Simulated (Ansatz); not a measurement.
The boundary is one mirror-built cell; no search for the lowest one was made.

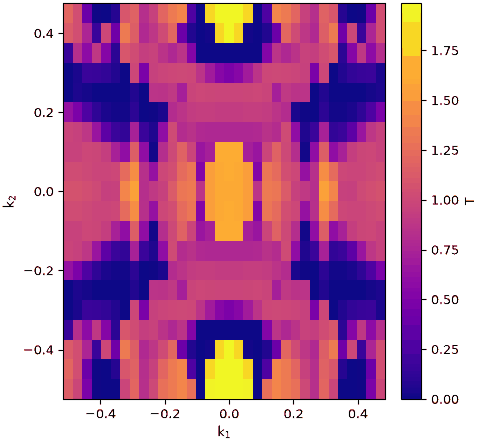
Figure. Transmission at the Fermi level over the two-dimensional zone; PBE run with Ansatz (an electronic-structure program)

The map is at the Fermi level alone, on a potential converged at a Fermi-Dirac width of 0.05 eV. Resistances leave out the leads' Sharvin resistance. Spin-orbit coupling is left out.

Problem. The junction is: Σ3 (112) symmetric tilt boundary in bcc W. What is its mean over the zone, and how much of the current passes where both |k₁| and |k₂| are under 0.15?

Solution. The mean is 0.74 a cell and spin; 15 % of the sum lies near the centre.
